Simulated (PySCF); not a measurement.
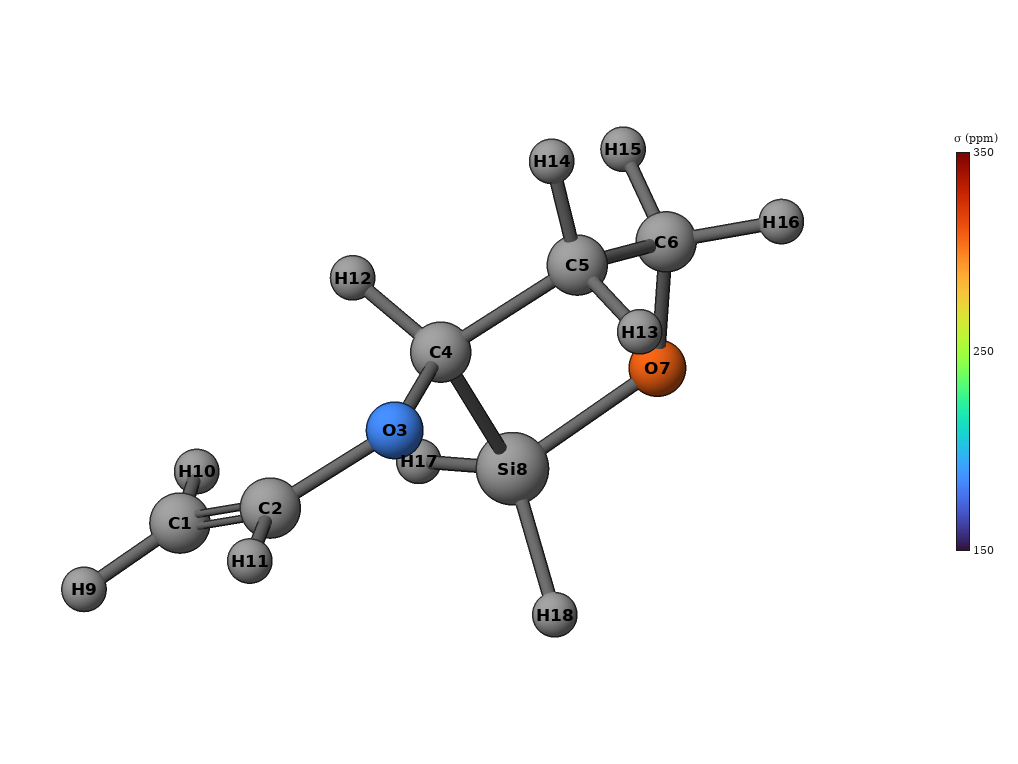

Atoms are coloured by their isotropic NMR shieldings (O only, the others grey). The computed structure is the end point of a GFN2-xTB optimisation. No frequency run is at hand to confirm it as a minimum. Level of theory: GIAO PBE0/pcSseg-1 NMR shielding, non-relativistic, gas phase (PySCF 2.14.0).

List the isotropic NMR shieldings of the O atoms.

```json
{"atom": "O3", "σ (ppm)": "185.6"}
{"atom": "O7", "σ (ppm)": "307.7"}
```

The geometry is semi-empirical. Around Si such bond lengths and angles can be off by a tenth of an ångström or more and by several degrees, and values that hang on the shape move with them.
